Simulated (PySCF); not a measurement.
**Run report: GeNH$_{5}$S, core-level calculation**

- system: GeNH$_{5}$S, SMILES [NH2][GeH2][SH]
- method: delta-SCF UKS SCAN, pcX-2 on the ionised atom, pcseg-1 elsewhere, spin-free X2C (PySCF 2.14.0)

It belongs to a series of runs on one base structure; here: H on Ge replaced by SH. Figures and captions count atoms from 1; the log counts them from 0 in places.

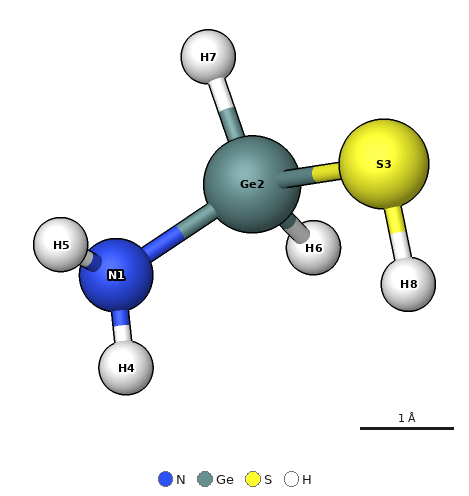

Figure 1. The input geometry (ball-and-stick view, seen at a tilt; atoms are numbered from 1 in the order of the input). Sticks mark near contacts.

### Input file
```
{"job": {"kind": "xps"}, "charge": 0, "multiplicity": 1}
N     -1.272923    -0.495960    -0.103857
Ge     0.078192     0.704484    -0.079420
S      1.940476    -0.031401     0.895982
H     -1.201310    -1.281826    -0.734284
H     -1.612018    -0.831271     0.787085
H      0.335297     1.063917    -1.516853
H     -0.395652     1.877009     0.721586
H      2.136996    -0.995541     0.005197
```

The first line tells a small driver script what to run in PySCF; the rest is the geometry in Å.

Machine: 1 CPU thread, shared host.

Command:
```bash
OMP_NUM_THREADS=1 python <driver script> task.json out
```

### Output
```
ground state, core basis on atom 0 (N), 115 functions
  cycle   1  E = -2550.87370592  |g| = 5.25e-01
  cycle   2  E = -2550.75691671  |g| = 8.85e-01
  cycle   3  E = -2550.93388082  |g| = 1.15e-01
  cycle   4  E = -2550.93714216  |g| = 4.13e-02
  cycle   5  E = -2550.93766813  |g| = 9.17e-03
  cycle   6  E = -2550.93769493  |g| = 3.46e-03
  cycle   7  E = -2550.93770378  |g| = 1.33e-03
  cycle   8  E = -2550.93769699  |g| = 1.55e-04
  E(ground) = -2551.08303892 Eh
hole in N 1s of atom 0
  cycle   1  E = -2535.36042481  |g| = 1.86e+00
  cycle   2  E = -2533.98056923  |g| = 2.31e+00
  cycle   3  E = -2535.85708664  |g| = 5.79e-01
  cycle   4  E = -2535.94099430  |g| = 4.18e-01
  cycle   5  E = -2536.06359741  |g| = 9.61e-02
  cycle   6  E = -2536.06822688  |g| = 2.55e-02
  cycle   7  E = -2536.06865665  |g| = 8.37e-03
  cycle   8  E = -2536.06870103  |g| = 1.87e-03
  cycle   9  E = -2536.06870204  |g| = 8.58e-04
  cycle  10  E = -2536.06870276  |g| = 2.47e-04
  E(ion) = -2536.21410933 Eh   <S^2> = 0.7656   hole on atom = 1.000   binding energy = 404.604 eV
ground state, core basis on atom 2 (S), 126 functions
  cycle   1  E = -2551.06751623  |g| = 4.05e-01
  cycle   2  E = -2551.06737475  |g| = 4.22e-02
  cycle   3  E = -2551.06654910  |g| = 6.74e-02
  cycle   4  E = -2551.06787880  |g| = 8.30e-03
  cycle   5  E = -2551.06789026  |g| = 4.71e-03
  cycle   6  E = -2551.06789296  |g| = 3.65e-04
  E(ground) = -2551.20051866 Eh
hole in S 1s of atom 2
  cycle   1  E = -2458.83956874  |g| = 5.08e+00
  cycle   2  E = -2457.49935056  |g| = 2.54e+00
  cycle   3  E = -2449.24457310  |g| = 3.11e+00
  cycle   4  E = -2460.00456611  |g| = 3.40e-01
  cycle   5  E = -2460.03949189  |g| = 1.84e-01
  cycle   6  E = -2460.05438215  |g| = 8.60e-02
  cycle   7  E = -2460.05713863  |g| = 2.64e-02
  cycle   8  E = -2460.05754072  |g| = 6.38e-03
  cycle   9  E = -2460.05756333  |g| = 2.26e-03
  cycle  10  E = -2460.05756653  |g| = 5.00e-04
  E(ion) = -2460.18221830 Eh   <S^2> = 0.7514   hole on atom = 1.000   binding energy = 2476.734 eV
hole in S 2p of atom 2
  cycle   1  E = -2544.39877726  |g| = 1.52e+00
  cycle   2  E = -2543.10189803  |g| = 1.75e+00
  cycle   3  E = -2544.35150508  |g| = 9.54e-01
  cycle   4  E = -2544.82790864  |g| = 1.34e-01
  cycle   5  E = -2544.83757948  |g| = 7.65e-02
  cycle   6  E = -2544.84133324  |g| = 1.65e-02
  cycle   7  E = -2544.84148869  |g| = 5.49e-03
  cycle   8  E = -2544.84150147  |g| = 2.44e-03
  cycle   9  E = -2544.84150510  |g| = 5.79e-04
  cycle  10  E = -2544.84150554  |g| = 2.85e-04
  E(ion) = -2544.98145886 Eh   <S^2> = 0.7530   hole on atom = 1.001   binding energy = 169.229 eV
  2p3/2 = 168.977 eV   2p1/2 = 170.222 eV
```

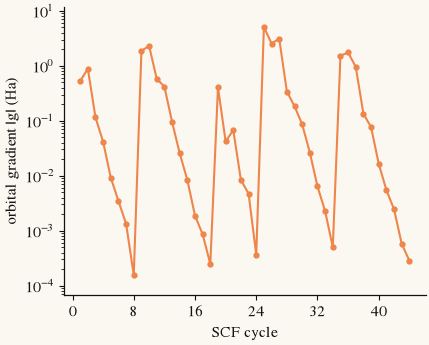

Figure 2. Convergence of the self-consistent field: orbital gradient |g| against the SCF cycle. All cycles printed in the log are drawn one after another.

### Key numbers

| quantity | value |
| --- | --- |
| outcome | converged |
| wall time | 17 s |
| peak memory | 0.37 GiB |
